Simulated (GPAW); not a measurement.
Consider CuSe (P4/nmm).

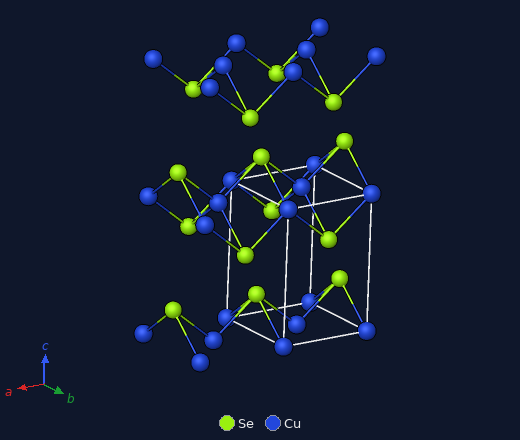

The structure (selenium green, copper blue). 2×1×2 cells are drawn. Some periodic images of atoms are drawn too.

```xyz
4
Lattice="3.7746 0.0000 0.0000 0.0000 3.7746 0.0000 0.0000 0.0000 5.4383" Properties=species:S:1:pos:R:3 pbc="T T T"
Se    0.0000    1.8873    1.5064
Se    1.8873    0.0000    3.9319
Cu    1.8873    1.8873    0.0000
Cu    0.0000    0.0000    0.0000
```

Absorber: atom 3, with 4 Se at 2.41 Å (tetrahedral, site symmetry -4m2). Method: GPAW, LDA, excited-electron core hole (neutral cell), 16-atom cell with 7.5 Å between holes, 3×3×3 k points, dipole transitions, Gaussian full width 1.55 eV up to 4 eV, rising linearly to 3.5 eV at 25 eV.

Where do the maxima of the Cu K edge fall?

Main maxima up to 30 eV above the zero (height): 7.0 eV (1.75), 10.6 eV (1.27), 14.4 eV (1.40), 20.0 eV (1.22) and 27.0 eV (1.05). A K edge sees empty p states on the absorber. The total-energy difference is 8990.85 eV. One term is added: -29.79 eV, since the hole is spin-paired here and a spin-polarised one costs that much less in the free atom (computed apart). The photon energy is then 8961.06 eV. The tabulated edge of the element is 8979 eV. The functional leaves an error in such absolute values: in the free atom LDA prices this hole 18.3 eV below PBE (computed apart), and PBE is itself good to a few eV.

The Cu K spectrum (energy from the lowest empty level; intensity scaled to a mean of 1 over the first 20 eV; polarised curves are means over the symmetry-equivalent atoms):

```csv
E (eV),isotropic,ε ⊥ c,ε ∥ c
-2.0,0.00,0.00,0.00
-0.5,0.03,0.03,0.04
1.0,0.04,0.03,0.04
2.5,0.04,0.05,0.03
4.0,0.54,0.60,0.43
5.5,1.14,1.18,1.07
7.0,1.75,1.80,1.64
8.5,1.20,1.03,1.54
10.0,1.23,1.05,1.59
11.5,1.17,1.18,1.13
13.0,1.21,1.24,1.16
14.5,1.39,1.49,1.21
16.0,1.16,1.28,0.94
17.5,1.05,1.10,0.93
19.0,1.17,1.19,1.11
20.5,1.21,1.18,1.27
22.0,1.06,1.02,1.12
23.5,0.90,0.90,0.92
25.0,0.96,0.96,0.95
26.5,1.04,1.02,1.08
28.0,1.02,0.98,1.10
29.5,0.95,0.91,1.01
31.0,1.00,0.98,1.04
```

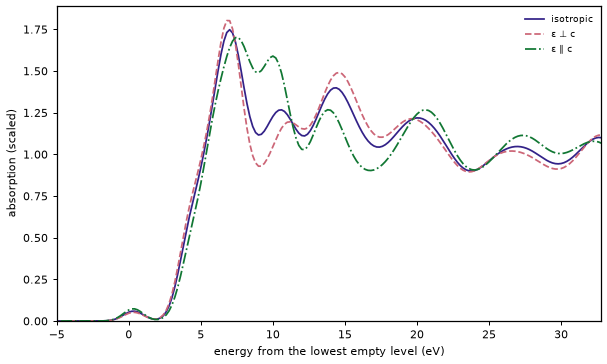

The Cu K edge.

The script folds with a Gaussian, whereas the core hole's own line is a Lorentzian, so the onset is too steep and the first peak too high. The unit cell's mesh shows no gap over 0.35 eV. That is right for a metallic compound; for a small-gap or correlated insulator it would be the fault of the functional or of the assumed magnetic order, and the hole would be screened too well. The mesh is coarse (0.39 Å⁻¹ between points), so small maxima may be mesh ripples. Lifetime broadening is put in by hand, and intensities beyond about 20 eV depend on it and on the partial waves. The structure is a computed Materials Project entry and may be a hypothetical form.

[Banner, clock and machine lines of the logs are left out without a mark of their own.]

[Logs are printed without paths, hosts, clocks, repeated set-up lines and the standing remarks that a program may print on its own settings, such as how far it seeks lower states.]

[Hosts, paths, dates, database ids (printed as entryN), source tags and the programs' standing remarks are cut or masked in the printed files.]

[Lists of maxima count a maximum above −3 eV only where it reaches 4 % of the highest in the window and stands out from its surroundings by 2 % of it (1.5 % where it reaches 55 %); shoulders and weaker maxima are passed over, and of the rest the first, up to two pre-edge ones and the few strongest are named.]
